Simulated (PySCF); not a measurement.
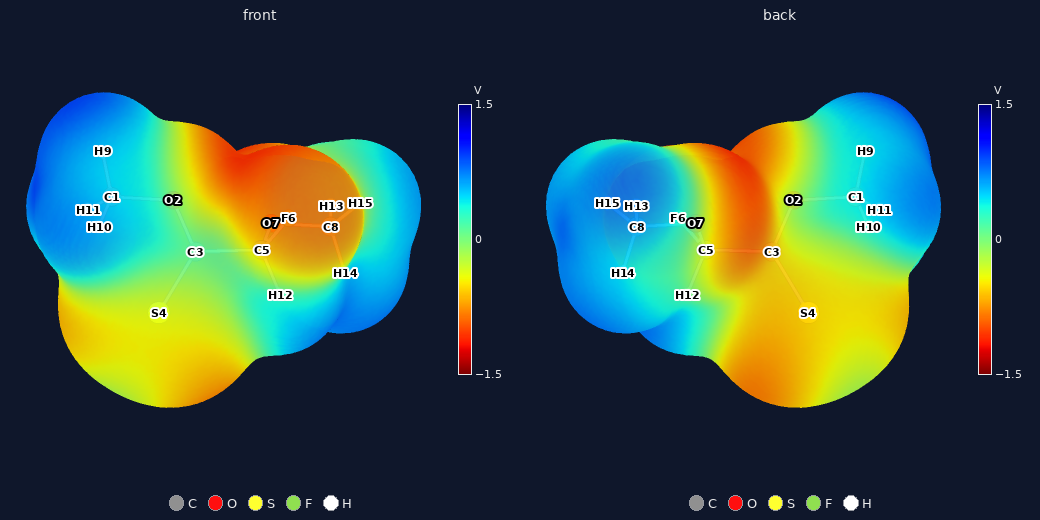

*C$_{4}$H$_{7}$FO$_{2}$S (SMILES COC(=S)[C@H](F)OC). The electrostatic potential painted on the density surface at 0.001 e/bohr³, seen from the front and from behind; red is negative and blue positive.*

Geometry: GFN2-xTB.

These are results of PBE0/pcSseg-1, SCF density, gas phase, non-relativistic in PySCF, not measurements.

Input file:

```
{"job": {"kind": "nmr", "xc": "PBE0", "basis": "pcSseg-1"}, "charge": 0, "multiplicity": 1}
C     -2.876336     0.150365    -0.028957
O     -1.532436    -0.054847     0.364438
C     -0.674159    -0.419074    -0.557545
S     -1.006726    -0.659466    -2.128912
C      0.742713    -0.575585    -0.031941
F      0.720811    -1.294451     1.153158
O      1.265329     0.669390     0.176151
C      2.652737     0.677887     0.476864
H     -3.416767     0.433017     0.870854
H     -3.290400    -0.766427    -0.456940
H     -2.933850     0.942299    -0.779995
H      1.341257    -1.184279    -0.733302
H      2.929381     1.724867     0.567642
H      3.223784     0.207821    -0.330080
H      2.850248     0.156473     1.416654
```

Command:

```sh
OMP_NUM_THREADS=1 python probes_run.py task.json out
```

### Which sites attract a positive test charge, and which a negative one?

A positive charge is drawn to the negative regions and a negative charge to the positive ones. The most negative region (about −1.1 V, or −25 kcal/mol for a unit charge) lies over O2, F6 and O7, the most positive (about +0.9 V, or +21 kcal/mol for a unit charge) over C1 and H9.

### How polar is the molecule by this calculation?

Its dipole moment is 1.11 D.
